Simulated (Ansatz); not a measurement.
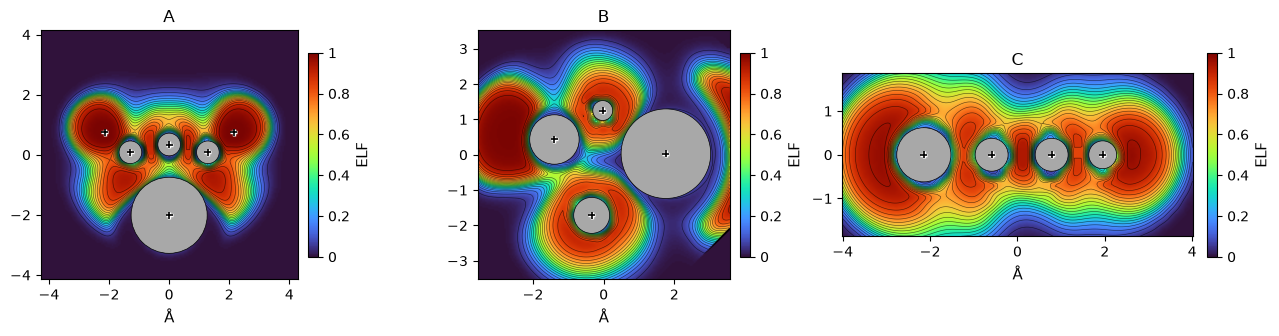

The electron localisation function of 3 systems, each on a plane through atoms (crosses mark nuclei in the plane; grey discs cover the cores).

Level of theory: isolated molecule in a Gaussian basis; Kohn-Sham density functional theory, functional PBE0 in Ansatz 0.2.0.

System 1: CaClOSi (SMILES [O]1[Si]2[Cl]->[Ca]12) (doublet), the molecular plane. Geometry: r2SCAN-D4/def2-SVP.

```xyz
4

Ca   -0.6296    1.1848   -0.7489
Cl    0.6718    0.9287    1.6378
O    -0.0247   -0.8896   -0.6225
Si    0.7640   -1.2737    0.7087
```

System 2: C₂NP, a plane that holds the molecular axis. Geometry: B3LYP-D3(BJ)/def2-SVP.

```xyz
4

C     0.0000    0.0000   -0.5911
C     0.0000    0.0000    0.7831
N     0.0000    0.0000    1.9511
P     0.0000    0.0000   -2.1431
```

System 3: C₃H₂Na (SMILES [CH]1[C]2[CH][Na]12) (doublet), the molecular plane. Geometry: r2SCAN-D4/def2-SVP.

```
atom    x (Å)    y (Å)   z (Å)
   C   1.4001  -0.7460  0.4421
   C  -1.1471  -0.4570  0.7152
   C   0.1057  -0.8499  0.6473
  Na   0.2954   1.4133  0.0221
   H   2.1949  -1.4855  0.5287
   H  -2.0497  -1.0040  0.9839
```

Q: Which map belongs to which system?

A: Panel A is system 3, C₃H₂Na: the plane holds C, Na and H. C–C (1.31 Å): the ELF peaks at about 0.90 between the atoms; a multiple bond. Panel B is system 1, CaClOSi: the plane holds Ca, Cl, O and Si. Si–O (1.59 Å): the ELF peaks at about 0.85 between the atoms: a short, strongly polar bond. Panel C is system 2, C₂NP: the plane holds C, N and P. C–N (1.17 Å): the ELF peaks at about 0.85 between the atoms: a multiple bond.
